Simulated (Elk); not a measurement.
# Cr (Chromium): which magnetic order is lowest, part 3 of 3

A self-consistent run ends on one state, which hangs on the start. Several orders of Cr (Chromium) are started in Elk and their energies compared.

Elk 11.2.3 (patched build); PBE; all-electron APW+lo, Dirac cores, scalar-relativistic bands.

So far. Step 4 (Order 3, typed as antiferro q=(0,0,1/2) +-): It ends in the same state without moments as the first start; the 0.31 meV between them is numerical noise. Step 5 (Run 4 (no spin polarisation)): It ends in the same state without moments as the first start; the 1.9e-4 meV between them is numerical noise.

## 7. Spin–orbit coupling

Level of this step: PBE; all-electron APW+lo, Dirac cores, scalar-relativistic bands with second-variational spin-orbit coupling (Elk).

Orbital moments arise only with spin–orbit coupling, and measured moments hold them.

The run goes on from the saved lowest state, with the moments along the z axis of the cell.

elk.in reads:

```
tasks
  1
  15

xctype
  20

rgkmax
  7.0

nempty
  12

swidth
  0.001837

reducebf
  0.5

epsengy
  1e-05

maxscl
  100

lmaxi
  3

spinpol
  .true.

spinorb
  .true.

cmagz
  .true.

sppath
  './'

avec
  -5.44978117081 5.44978117081 5.44978117081
  0.00000000000 0.00000000000 5.44978117081
  0.00000000000 5.44978117081 0.00000000000

atoms
  1
  'Cr.in'
  2
  0.0000000000 0.0000000000 0.0000000000   0.000000 0.000000 -0.000125
  0.5000000000 0.0000000000 0.0000000000   0.000000 0.000000 0.000125

ngridk
  8 16 16
```

Launch:

```
> OMP_NUM_THREADS=4 elk
```

Numbers of over 12 decimals in the logs are rounded to 6 here.

What it wrote:

```text
Warning(chksvso): spin-orbit splittings by the second variation are low [figures from our tests cut]: local-orbitals by j (lorbdm 7 and 8, zora) mend levels alone

--- INFO.OUT ---
┌─────────────────────────┐
│ Elk code version 11.2.3 │
└─────────────────────────┘

All units are atomic (Hartree, Bohr, etc.)

┌──────────────────────────────────────────┐
│ Ground-state run resuming from STATE.OUT │
└──────────────────────────────────────────┘

Lattice vectors :
  -5.449781171       5.449781171       5.449781171
   0.000000000       0.000000000       5.449781171
   0.000000000       5.449781171       0.000000000

Species : 1 (Cr)
 parameters loaded from : Cr.in
 name : chromium
 nuclear charge    :   -24.00000000
 electronic charge :    24.00000000
 atomic mass :    94783.09202
 muffin-tin radius :    2.334824469
 number of radial points in muffin-tin :    993
 inner part over the whole radius :   0.9938561239E-02
 number on inner part of muffin-tin    :    699
 approximate nuclear radius :   0.6987106690E-04
 number of mesh points to nuclear radius :    329
 atomic positions (lattice), magnetic fields (Cartesian) :
  1 :   0.00000000  0.00000000  0.00000000    0.00000000  0.00000000  0.00000000
  2 :   0.50000000  0.00000000  0.00000000    0.00000000  0.00000000  0.00000000

Total number of atoms per unit cell :    2
Total muffin-tin volume :    106.6304675
 ratio of muffin-tin to unit cell volume :   0.6587856359

Spin treatment :
 spin-polarised
 spin-orbit coupling
 global magnetic field (Cartesian) :    0.000000000       0.000000000       0.000000000
 collinear magnetisation in z-direction

Number of Bravais lattice symmetries :   48
Number of crystal symmetries         :   16
Crystal has inversion symmetry
Real symmetric eigensolver will be used

k-point grid :      8    16    16
k-point offset :    0.000000000       0.000000000       0.000000000
k-point set is reduced with full crystal symmetry group
Total number of k-points :      205

Muffin-tin radius times maximum |G+k| :    7.000000000
 using average radius
Maximum |G+k| for APW functions       :    2.998084049
Maximum (1/2)|G+k|²                   :    4.494253983
Maximum |G| for potential and density :    12.00000000
Constant for pseudocharge density :    7
 order of it for each species :   14
 order of it for pair densities of each species (exact exchange by exxq0 0: 14) :   10
Radial integration step length :    1

G-vector grid sizes :     40    21    21
Number of G-vectors :     4729

Maximum angular momentum used for
 APW functions            :    8
 outer part of muffin-tin :    6
 inner part of muffin-tin :    3

Number of empty states         :     24
Total number of valence states :     78
Total number of core states    :     20

Third-order local-orbitals added for an l without core states : T
Total number of local-orbitals :     46

Exchange-correlation functional :     20     0     0
 Perdew-Burke-Ernzerhof, Phys. Rev. Lett. 77, 3865 (1996)
 gradient requirement :    1
 generalised gradient approximation (GGA)

Smearing type :    3
 Fermi-Dirac
Smearing width :   0.1837000000E-02
Effective electronic temperature (K) :    580.0787206

Mixing type :    3
 Broyden mixing, J. Phys. A: Math. Gen. 17, L317 (1984)

Potential read in from STATE.OUT

┌──────────────────────────────┐
│ Self-consistent loop started │
└──────────────────────────────┘

[... earlier loops left out ...]

┌──────────────────┐
│ Loop number : 15 │
└──────────────────┘

Energies :
 Fermi                       :     0.372036
 sum of occupied eigenvalues :     -1220.8855402467
 electron kinetic            :      2125.8871747184
 core electron kinetic       :      1925.4937484856
 Coulomb                     :     -4130.0595849518
 Coulomb potential           :     -3220.1903655472
 nuclear-nuclear             :     -384.63901597461
 electron-nuclear            :     -4286.4688037246
 Hartree                     :      541.04823474744
 Madelung                    :     -2519.9644021782
 xc potential                :     -126.53054670714
 xc effective B-field        :    -0.51802746867014E-01
 external B-field            :      0.000000
 exchange                    :     -95.417122370188
 correlation                 :     -2.185788
 electron entropic           :    -0.20445577544234E-03
 total energy                :     -2101.7755250597
 (external B-field energy excluded from total)

Density of states at Fermi energy :    17.95454637
 (states/Hartree/unit cell)

Estimated indirect band gap :   0.2067221981E-02
 from k-point 53 to k-point 32
Estimated direct band gap   :   0.1153646463E-01
 at k-point 26

Charges :
 core                        :    20.00000000
 valence                     :    28.00000000
 interstitial                :    2.362655240
 muffin-tins (core leakage)
  species : 1 (Cr)
   atom 1                    :    22.81867238     ( -0.2218885555E-06)
   atom 2                    :    22.81867238     ( -0.2218885555E-06)
 total in muffin-tins        :    45.63734476
 total calculated charge     :    47.99987096
 total charge                :    48.00000000
 error                       :   0.1290427257E-03

Moments :
 interstitial                :   0.3149118902E-17
 muffin-tins
  species : 1 (Cr)
   atom 1                    :    1.157022831
   atom 2                    :   -1.157022831
 total in muffin-tins        :  -0.2220446049E-15
 total moment                :  -0.2188954860E-15

┌──────────────────────────────┐
│ Self-consistent loop stopped │
└──────────────────────────────┘

Wrote STATE.OUT
```

It took 11 min on 4 threads of Intel Xeon at 2.70GHz, shared host; peak memory 0.24 GiB; 43 min of CPU time.

Spin moment in the muffin-tin sphere by atom:

| atom | spin moment in the muffin-tin sphere (μB) |
| --- | --- |
| Cr1 | 1.16 |
| Cr2 | -1.16 |

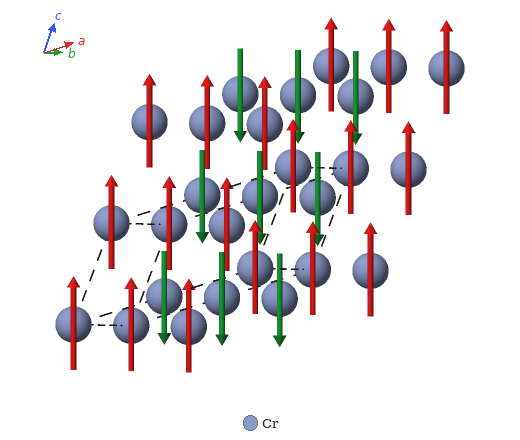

Spin moment in the muffin-tin sphere as arrows, the longest 1.16 μB. Up and down stand for the sign. Arrows give size and sign along the axis of quantisation, drawn up and down the page. The two directions have two colours. 1×2×2 cells are drawn. Some periodic images of atoms are drawn too.

This step gave:

```
density of states at the Fermi level : 0.6598 states/eV/cell
moment between the spheres           : 0 μB
magnetization                        : 0 μB
final state                          : antiferromagnetic
```

Orbital moment <L> in the sphere by atom:

| atom | x (μB) | y (μB) | z (μB) | size |
| --- | --- | --- | --- | --- |
| Cr1 | 0.0000 | 0.0000 | -0.0076 | 0.0076 |
| Cr2 | 0.0000 | 0.0000 | 0.0076 | 0.0076 |

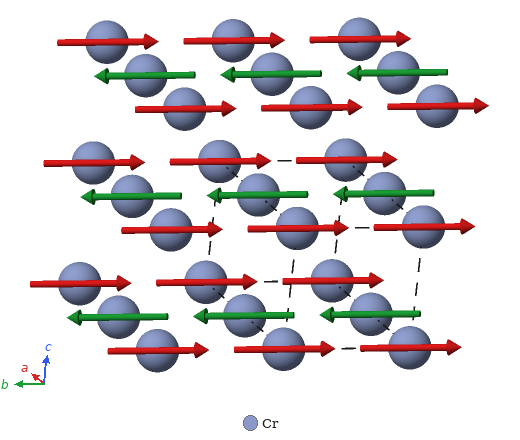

Orbital moment <L> in the sphere as arrows, the longest 0.0076 μB. The two directions have two colours. 1×2×2 cells are drawn. Some periodic images of atoms are drawn too.

## 8. Summary of results

| Quantity | Value |
| --- | --- |
| lowest state found | antiferromagnetic (typed antiferro q=(1/2,1/2,1/2) +-) |
| largest site moment | 1.16 μB |
| next state | non-magnetic, 18.8 meV a seeded atom higher |
| energy gained by spin polarisation | 19.1 meV a seeded atom |
| with spin–orbit coupling: largest spin moment and its orbital moment | 1.16 and -0.00760 μB |

In words: The lowest state found is antiferromagnetic, reached from the start antiferro q=(1/2,1/2,1/2) +-, with moments up to 1.16 μB. Spin polarisation gains little. 2 starts left the typed pattern (a sign turned or a seeded moment died), so such an energy belongs to the state reached, not the one typed. The orbital moment is almost quenched. Only 4 starts are shown; other collinear patterns, canted and longer-period orders are not.

[Logs and program files are shortened in this print: banners, set-up blocks, solver, clock and traceback lines can be left out without a mark of their own.]

[Logs are printed without paths, hosts, clocks, repeated set-up lines and the standing remarks that a program may print on its own settings, such as how far it seeks lower states.]

[Hosts, paths, dates, database ids (printed as entryN), source tags and the programs' standing remarks are cut or masked in the printed files.]

[Where a cell is said to come from a database of computed structures, the database is the Materials Project.]
